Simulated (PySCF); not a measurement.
SMILES CC[Si](Cl)(Cl)Cl at its GFN2-xTB optimised geometry (Å):

```
11

C     -0.8909    -1.8593    -1.6343
C     -1.3381    -0.3994    -1.5453
Si    -0.6817     0.5075     0.0000
Cl     1.3404     0.5075     0.0000
Cl    -1.3404     2.4227     0.0000
Cl    -1.3355    -0.4129     1.6776
H      0.1932    -1.9286    -1.6687
H     -1.2921    -2.3217    -2.5330
H     -1.2418    -2.4227    -0.7736
H     -2.4292    -0.3644    -1.5532
H     -1.0079     0.1253    -2.4439
```

Level of theory: PBE0/def2-TZVP in PySCF 2.14.0.

Map of the electron localisation function on the plane z = 0.8 Å:

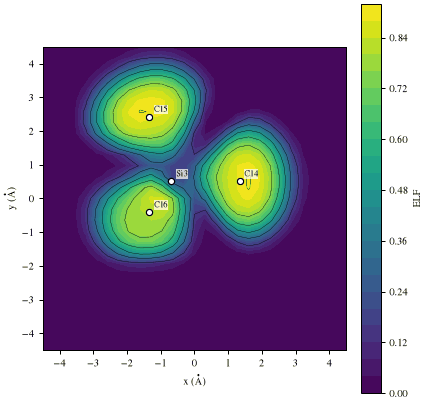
Figure. Electron localisation function on the plane z = 0.8 Å.
